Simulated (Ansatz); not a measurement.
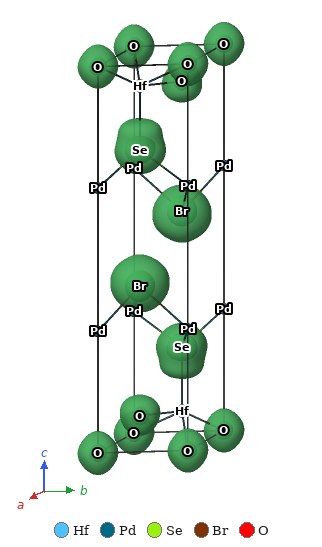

The picture shows: Hf₂Pd₂Se₂Br₂O₃. Isosurface of the electron localisation function at 0.7 (green), seen slightly off an axis. Only the valence region is drawn (cores and ρ < 0.01 e/Å³ removed). Sticks mark near contacts.

Space group P-3m1; a generated structure, not necessarily the stable one; computed pressure about 2 GPa in this cell.

All numbers below come from Kohn-Sham DFT of a periodic cell, PBE, Ansatz PAW (Ansatz 0.2.0).

```
CELL_PARAMETERS angstrom
3.70405 0.00000 0.00000
-1.85202 3.20780 0.00000
0.00000 0.00000 16.29636
ATOMIC_POSITIONS crystal
Hf 0.66667 0.33333 0.93050
Hf 0.33333 0.66667 0.06950
Pd 0.00000 0.00000 0.31455
Pd 0.00000 0.00000 0.68545
Se 0.33333 0.66667 0.23451
Se 0.66667 0.33333 0.76549
Br 0.66667 0.33333 0.41376
Br 0.33333 0.66667 0.58624
O 0.33333 0.66667 0.92269
O 0.66667 0.33333 0.07731
O 0.00000 0.00000 0.00000
```

**Where are the electrons localised?**

The ELF exceeds this value in two regions wrapped around Br (the valence shell of each), three regions wrapped around O (the valence shell of each) and two regions wrapped around Se (the valence shell of each), counted in one cell of 11 atoms. Regions shared between cells count once. Profiles from the grid: Hf–O (2.14 Å): the ELF peaks at about 0.85 in the valence shell of O, 0.6 Å from its nucleus, and drops to about 0.15 between the two atoms; no localised pair shows between them. Pd–Se (2.50 Å): the ELF is about 0.40 at the midpoint.
